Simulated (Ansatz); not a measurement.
# AlH2S: short molecular-dynamics run from a Python script

How does AlH2S move over a short run? Aim: a short molecular-dynamics run, for AlH2S, run from a script. SMILES: [AlH][SH].

Computed with Ansatz 0.2.0 through its Python package. Level of theory: B3LYP+D4/6-31G*.

### 1 The structure

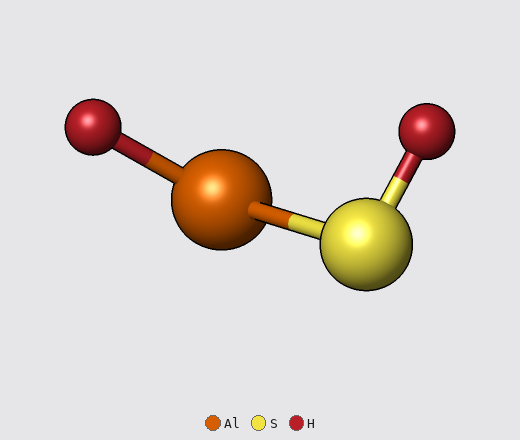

The starting structure, viewed from a chosen angle; aluminium orange, sulfur yellow, hydrogen red.

The script holds or builds the structure itself.

### 2 The code

The input, md_alh2s.py:

```python
"""A short Born-Oppenheimer trajectory of AlH2S."""

import ansatz as az
from ase import Atoms
import numpy as np

atoms = Atoms(["Al", "S", "H", "H"], positions=[
    (0.045, -1.0787, -0.2818),
    (0.952, 1.0117, -0.1353),
    (-0.7904, -1.6602, 0.9524),
    (-0.151, 1.6669, -0.5556),
])
geometry = az.Crystal.molecule_from_ase(atoms)

job = (
    geometry.calculation()
    .basis(gaussian="6-31G*")
    .functional("b3lyp", dispersion="d4")
    .spin("collinear", total=1)
)
symbols = [site.symbol for site in geometry.cartesian_sites]
start = np.array([site.position_ang for site in geometry.cartesian_sites], dtype=float)
rep = job.relax(force_tolerance=0.02, max_steps=100).run().report
end = np.array(rep["positions_ang"])
minimum = az.Crystal.molecule()
for symbol, place in zip(symbols, end):
    minimum = minimum.atom(symbol, place.tolist())

# dynamics from the relaxed geometry
job = (
    minimum.calculation()
    .basis(gaussian="6-31G*")
    .functional("b3lyp", dispersion="d4")
    .spin("collinear", total=1)
    .md("nvt_langevin", timestep=0.25, steps=30, temperature=800, initial_velocities="maxwell_boltzmann", seed=3, friction=0.02)
)
frames = []
done = job.session().plan().execute(on_event=lambda e: frames.append(e["data"]) if e["event"] == "md_step" else None)
print("t (fs)   E_pot (eV)      E_kin (eV)   T (K)   d(0-1) (A)")
for f in frames[::2]:
    xyz = np.array(f["positions_ang"])
    print(f"{f['time_fs']:6.2f} {f['lagrangian_ev']:14.5f} {f['e_kin_ev']:10.5f} {f['temperature_k']:8.1f} {np.linalg.norm(xyz[0] - xyz[1]):9.4f}")
print("mean temperature", round(float(np.mean([f["temperature_k"] for f in frames])), 1), "K")
symbols = [site.symbol for site in geometry.cartesian_sites]
with open("last_frame.xyz", "w") as handle:
    handle.write(f"{len(symbols)}\nt = {frames[-1]['time_fs']} fs\n")
    handle.writelines("{:2s} {:10.5f} {:10.5f} {:10.5f}\n".format(s, *xyz) for s, xyz in zip(symbols, frames[-1]["positions_ang"]))
```

### 3 What the engine is handed

The package turns the script's settings into the engine's input (first run):

```yaml
crystal:
  periodic: [false, false, false]
  atoms:
    - { symbol: Al, position_ang: [0.045, -1.0787, -0.2818] }
    - { symbol: S, position_ang: [0.952, 1.0117, -0.1353] }
    - { symbol: H, position_ang: [-0.7904, -1.6602, 0.9524] }
    - { symbol: H, position_ang: [-0.151, 1.6669, -0.5556] }
basis:
  gaussian:
    orbitals: "6-31G*"
hamiltonian:
  xc: b3lyp
  dispersion: d4
magnetization:
  spin_polarized: true
  initial_magnetization: 1.0
relax:
  f_tol: 0.02
  max_steps: 100
```

### 4 The run

Run with:

```bash
python md_alh2s.py
```

The program printed:

```text
t (fs)   E_pot (eV)      E_kin (eV)   T (K)   d(0-1) (A)
  0.00   -17464.81140    0.31022    600.0    2.2220
  0.50   -17464.80999    0.31795    614.9    2.2210
  1.00   -17464.80600    0.24597    475.7    2.2200
  1.50   -17464.80039    0.23757    459.5    2.2190
  2.00   -17464.79435    0.24070    465.5    2.2184
  2.50   -17464.78848    0.23097    446.7    2.2180
  3.00   -17464.78376    0.20133    389.4    2.2181
  3.50   -17464.77936    0.18588    359.5    2.2181
  4.00   -17464.77355    0.20480    396.1    2.2174
  4.50   -17464.76712    0.22496    435.1    2.2162
  5.00   -17464.76001    0.26605    514.6    2.2141
  5.50   -17464.75211    0.22458    434.4    2.2119
  6.00   -17464.74324    0.23613    456.7    2.2101
  6.50   -17464.73407    0.19317    373.6    2.2087
  7.00   -17464.72542    0.20575    397.9    2.2081
  7.50   -17464.71720    0.15635    302.4    2.2078
mean temperature 444.7 K
```

It took 70 s on 1 thread of Arm Neoverse V1, shared host; peak memory 0.19 GiB.

last_frame.xyz, as written:

```xyz
4
t = 7.5 fs
Al    0.40272   -1.12536    0.01680
S     0.90364    0.93418   -0.60105
H    -0.99581   -1.19594    0.70756
H    -0.09680    1.75754   -0.18783
```

### 5 What changed from run to run

The engine's inputs for the other runs:

Run 2, against run 1:

```diff
@@ -4,4 +4,4 @@
-    - { symbol: Al, position_ang: [0.045, -1.0787, -0.2818] }
-    - { symbol: S, position_ang: [0.952, 1.0117, -0.1353] }
-    - { symbol: H, position_ang: [-0.7904, -1.6602, 0.9524] }
-    - { symbol: H, position_ang: [-0.151, 1.6669, -0.5556] }
+    - { symbol: Al, position_ang: [0.408048936521544, -1.139566719852959, -0.028226723902542793] }
+    - { symbol: S, position_ang: [0.9079241541271099, 0.9547945607795925, -0.5768919782358107] }
+    - { symbol: H, position_ang: [-1.0154916692253222, -1.3579902331694158, 0.6862252402704632] }
+    - { symbol: H, position_ang: [-0.24488142142333183, 1.4824623922427838, -0.10140653813210958] }
@@ -17,3 +17,8 @@
-relax:
-  f_tol: 0.02
-  max_steps: 100
+md:
+  timestep: 0.25
+  n_steps: 30
+  ensemble: nvt_langevin
+  temperature: 800.0
+  friction: 0.02
+  initial_velocities: maxwell_boltzmann
+  seed: 3
```

Lines on the test bed's own set-up are left out of the output.

### 6 The engine's runs

From the records of these 2 runs:

```
run  kind of run  energy from run 1 (eV)  <S²>  SCF cycles in all  CPU time (s)
  1   relaxation                  0.0000  0.75                103            20
  2     dynamics                  0.0942  0.75                231            49
```

### 7 The relaxation of run 1, step by step

Relaxation path:

| step | E - E(step 1) (eV) | largest force component (eV/Å) |
| --- | --- | --- |
| 1 | 0.0000 | 0.2855 |
| 2 | -0.0113 | 0.1149 |
| 3 | -0.0152 | 0.0922 |
| 4 | -0.0394 | 0.9727 |
| 5 | -0.0739 | 1.5981 |
| 6 | -0.2313 | 0.3357 |
| 7 | -0.2006 | 0.1978 |
| 8 | -0.2366 | 0.3790 |
| 9 | -0.2446 | 0.0212 |
| 10 | -0.2446 | 0.0097 |
| 11 | -0.2447 | 0.0005 |

Step 1 is the start. Steps 7, 10 were tried and not accepted.

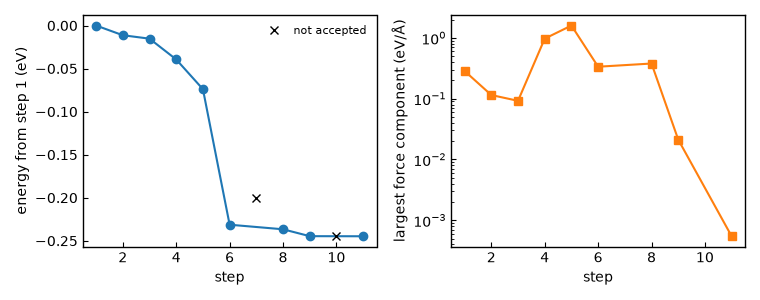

Energy and largest force along the relaxation.

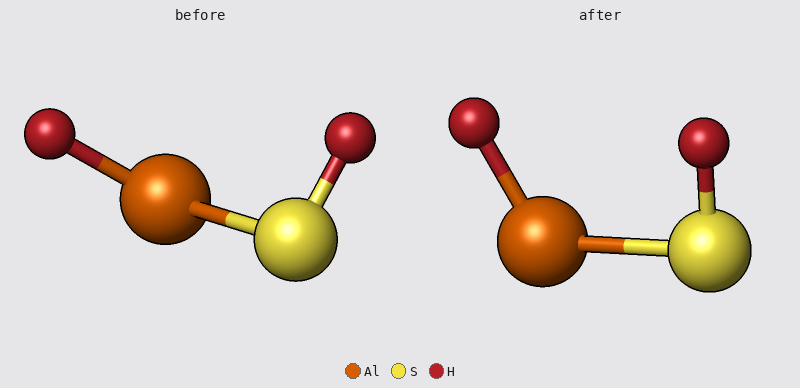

Before and after, at one scale.

Before: Bond lengths: Al1–S2 2.283 Å, Al1–H3 1.600 Å, S2–H4 1.350 Å. Angles: Al1–S2–H4 95.7°, S2–Al1–H3 119.4°.

After: Bond lengths: Al1–S2 2.222 Å, Al1–H3 1.608 Å, S2–H4 1.354 Å. Angles: Al1–S2–H4 95.1°, S2–Al1–H3 115.9°.

### 8 Frames and traces

Every 2 steps:

```
time (fs)  T (K)  change of potential energy (meV/atom)  mean square move (Å²)
      0.0    600                                    0.0                 0.0000
      0.5    615                                    0.4                 0.0002
      1.0    476                                    1.3                 0.0009
      1.5    459                                    2.8                 0.0019
      2.0    466                                    4.3                 0.0031
      2.5    447                                    5.7                 0.0047
      3.0    389                                    6.9                 0.0065
      3.5    360                                    8.0                 0.0087
      4.0    396                                    9.5                 0.0111
      4.5    435                                   11.1                 0.0137
      5.0    515                                   12.8                 0.0166
      5.5    434                                   14.8                 0.0199
      6.0    457                                   17.0                 0.0234
      6.5    374                                   19.3                 0.0268
      7.0    398                                   21.5                 0.0303
      7.5    302                                   23.6                 0.0336
```

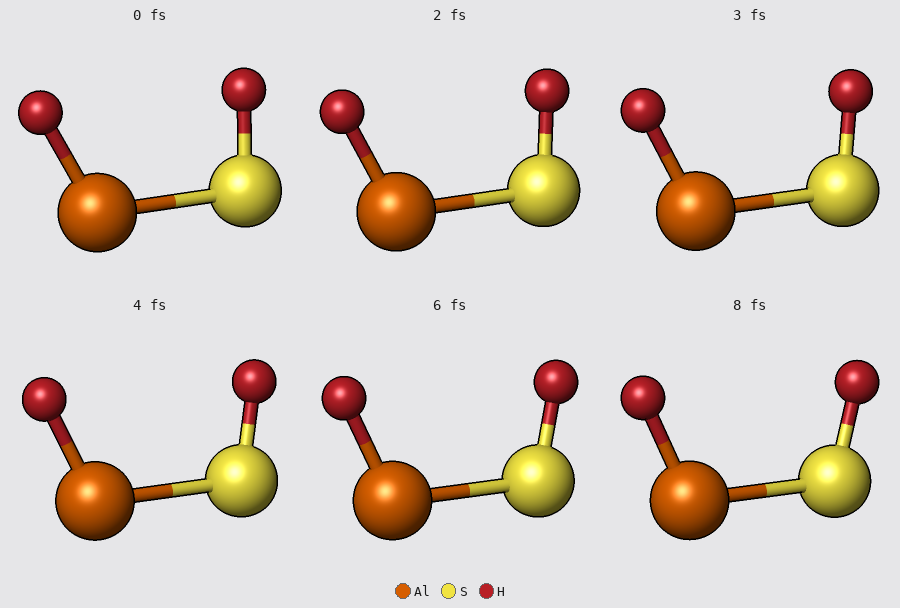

Snapshots along the run, at one scale. Sticks are drawn by distance alone, so a stretched bond can lose its stick.

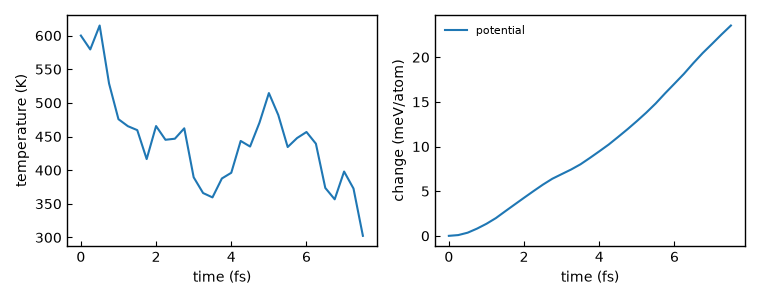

Temperature and energies against time.

Positions (Å) and forces (eV/Å) at 7.5 fs:

```xyz
4

Al    0.403   -1.125    0.017    0.114    0.296   -0.119
S     0.904    0.934   -0.601    0.471    0.399   -0.287
H    -0.996   -1.196    0.708   -0.508   -0.264    0.311
H    -0.097    1.758   -0.188   -0.077   -0.431    0.095
```

### 9 What came out

| quantity | value |
| --- | --- |
| runs compared | 2 |
| moves of the relaxation of run 1 | 8 |
| energy gained in run 1 | 0.245 eV |
| last largest force component of run 1 | 0.0005 eV/Å |
| length of the run | 30 steps, 8 fs |
| mean temperature, second half | 419 K |
| farthest move | 0.32 Å |

Run 1: The relaxation took 8 moves; the largest shift is 0.499 Å, of atom 4 (H). The temperature swings between 302 and 615 K, with a mean of 419 K in the second half; 4 atoms fluctuate widely. A run of 8 fs is far too short for averages. The trajectory is only some femtoseconds long, and gives no averages; where the script doesn't relax first, it starts from a rough generated geometry. The species is open-shell (spin multiplicity 2). b3lyp holds the VWN-RPA fit, as in Gaussian; the form of ORCA and Turbomole is b3lyp5. The printed temperature counts all 3N degrees of freedom under Langevin dynamics, so the first row lies under the target.
